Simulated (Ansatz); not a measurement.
# AlClH₂: what the fields show

```
atom    x (Å)    y (Å)    z (Å)
  Al  -0.0903  -0.0042  -0.1266
  Cl   1.2717  -0.1460   1.4618
   H  -1.3350  -0.9693  -0.1063
   H   0.2092   1.0593  -1.2493
```

Geometry: PBE0-D4/def2-TZVP.

The calculation used RKS PBE0-D4/def2-TZVPP (Ansatz).

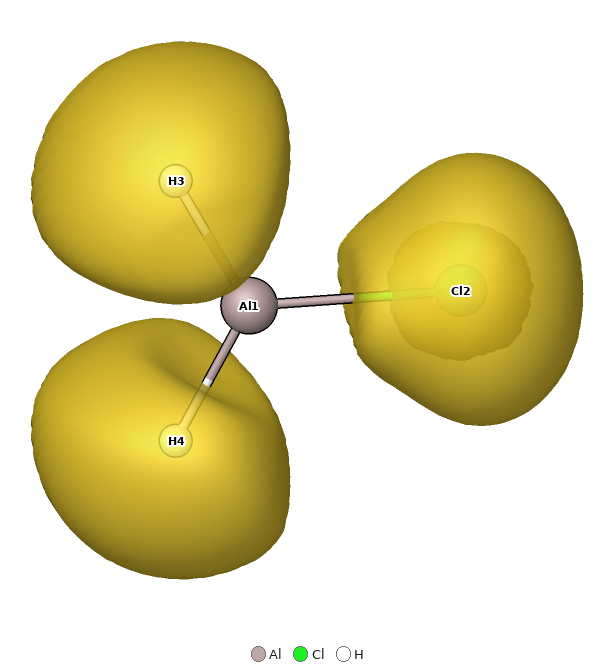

Figure 1. Isosurface of the ELF at 0.75 (yellow), seen at an oblique angle. Only the valence region is drawn (cores and ρ < 0.01 e/Å³ removed).

Q: Describe the localisation domains.

A: The surface consists of two regions around hydrogen nuclei and one region on Cl in which the atom's valence shell and bonds are merged.


Al–Cl (2.10 Å): the ELF peaks at about 0.85 in the valence shell of Cl, 0.9 Å from its nucleus, and is about 0.80 at the midpoint. Al–H (1.58 Å): the ELF climbs to about 1 towards the hydrogen.

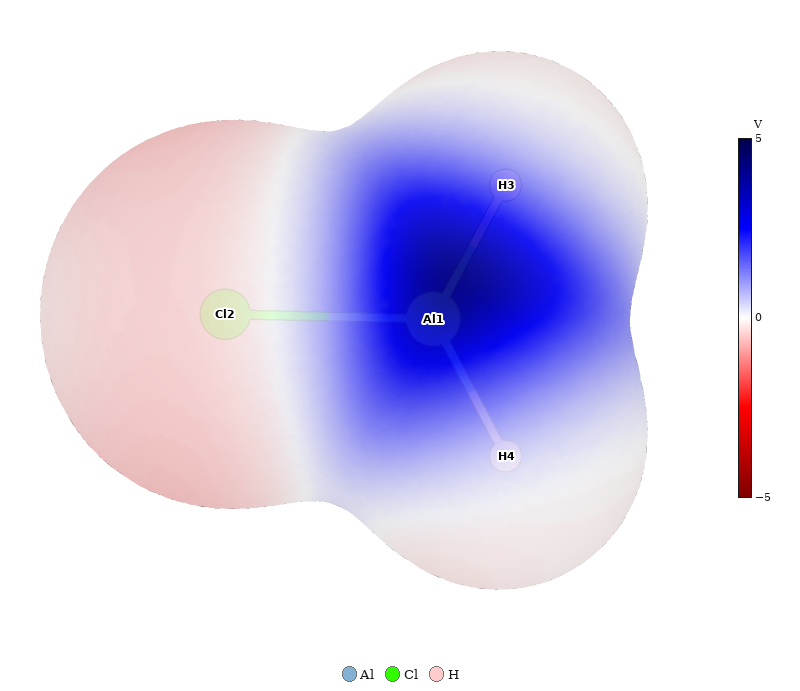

Figure 2. The molecular electrostatic potential painted on the density surface at 0.002 e/bohr³, seen at a tilt; red is negative and blue positive.

Q: Where is the surface potential most negative and most positive?

A: The most negative region (about −0.5 V, or −12 kcal/mol for a unit charge) lies over Cl2, the most positive (about +4.1 V, or +95 kcal/mol for a unit charge) over Al1.

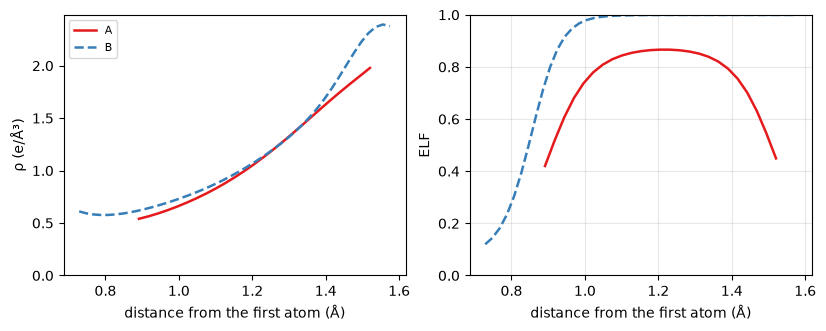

Figure 3. Total electron density and ELF along straight lines between neighbouring atoms. The curves leave out the atomic cores.

Q: Which curve belongs to which contact (Al–Cl and Al–H)? The first atom named is at distance zero.

A: Curve A: Al–Cl (2.10 Å): the density is about 0.74 e/Å³ at the midpoint; the ELF peaks at about 0.85 in the valence shell of Cl, 0.9 Å from its nucleus, and is about 0.80 at the midpoint. Curve B: Al–H (1.58 Å): ρ is about 0.58 e/Å³ halfway; the ELF climbs to about 1 towards the hydrogen.

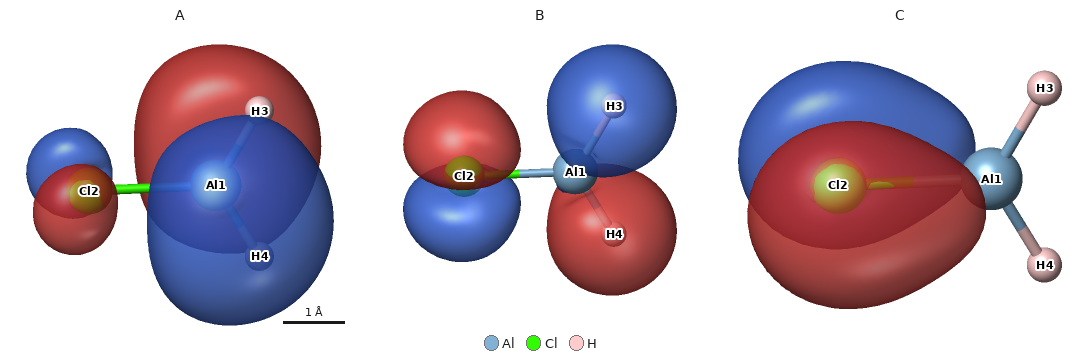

Figure 4. Three frontier orbitals at ±0.08 Å⁻³ᐟ² (blue and red are the two phases), in no order.

Q: Order the three orbitals by energy and name them.

A: C is the HOMO−1 (−9.52 eV). By Hirshfeld shares it lies mainly on Cl2 (about 90 %); it changes sign across the molecular plane (π type). B is the HOMO (−8.58 eV). By Hirshfeld shares it lies mainly on Cl2 (about 35 %), Al1 (about 25 %), H3 (about 20 %) and H4 (about 20 %); it is symmetric in the molecular plane (an in-plane orbital: σ, lone-pair or in-plane π type). A is the LUMO (−1.64 eV). It lies mainly on Al1 (about 80 %) and Cl2 (about 10 %); it changes sign across the molecular plane (π type).

Q: What is the HOMO–LUMO gap?

A: 6.94 eV between the orbital energies.
